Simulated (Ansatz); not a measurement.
## A computed series for HfS2: response to strain

The parent structure is HfS$_{2}$ in the CdI2 type structure (space group P-3m1, No. 164; layered, stacked along the Cartesian z axis).

```yaml
crystal:
  lattice:
    - [3.60567, 0.00000, 0.00000]
    - [-1.80284, 3.12261, 0.00000]
    - [0.00000, 0.00000, 5.76804]
  atoms:
    - { symbol: Hf, position: [0.00000, 0.00000, 0.00000] }
    - { symbol: S, position: [0.33333, 0.66667, 0.25250] }
    - { symbol: S, position: [0.66667, 0.33333, 0.74750] }
```

Cartesian axes are those of the cell as printed.

Strains are applied to the cell and any free atomic positions relax; under biaxial strain the out-of-plane vector relaxes too.

Computed with PBE-D3(BJ) in Ansatz (plane waves to 420 eV, PAW, spin-orbit coupling left out).

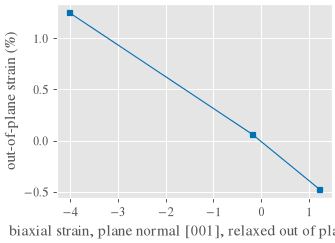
*Out-of-plane strain against biaxial strain, plane normal [001], relaxed out of plane*

Problem. From the plot, what is the out-of-plane strain for biaxial strain −4.02 %, plane normal [001], relaxed out of plane?

Solution. About 1.3 %.

Problem. Is the trend monotonic over the range shown?

Solution. Yes, it falls throughout, spanning -0.47 % to +1.25 %.

No phonon test of stability was made.

Ansatz is a quantum-chemistry and plane-wave program.
